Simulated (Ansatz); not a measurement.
```xyz
5

C     0.6882    0.4280    0.9162
C     0.2227   -0.3088   -0.0592
Cl    0.3711   -1.9021   -0.5135
H     1.3432    0.0193    1.6837
H     0.4247    1.4777    0.9781
```

Geometry: PBE0-D4/def2-TZVP.

All numbers below come from isolated molecule in a Gaussian basis; Kohn-Sham density functional theory, functional PBE0 (Ansatz 0.2.0).

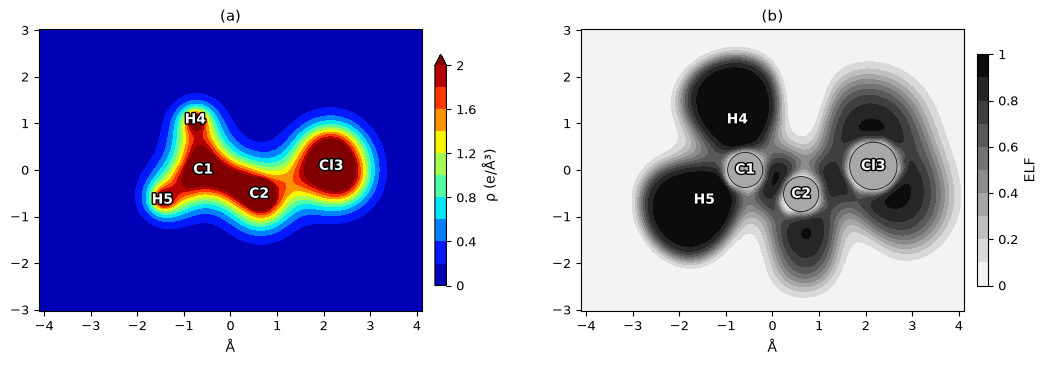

C2H2Cl (SMILES C=[C]Cl) (doublet). (a) total electron density; (b) electron localisation function on the molecular plane. Grey discs cover the atomic cores in the ELF map.

What do the fields say about this system?

The section cuts through C, Cl and H sites. C–C (1.31 Å): ρ is about 2.4 e/Å³ halfway; the ELF peaks at about 0.90 between the atoms (a multiple bond). C–Cl (1.66 Å): ρ is about 1.6 e/Å³ halfway; the ELF peaks at about 0.90 between the atoms: localised, covalent bonding. C–H (1.08 Å): the density is about 2 e/Å³ at the midpoint; the ELF climbs to about 1 towards the hydrogen, as it does in any bond to H (an ordinary covalent bond to hydrogen). The ELF also peaks beside C2 and Cl3, away from the bonds: non-bonding electrons, paired or unpaired.
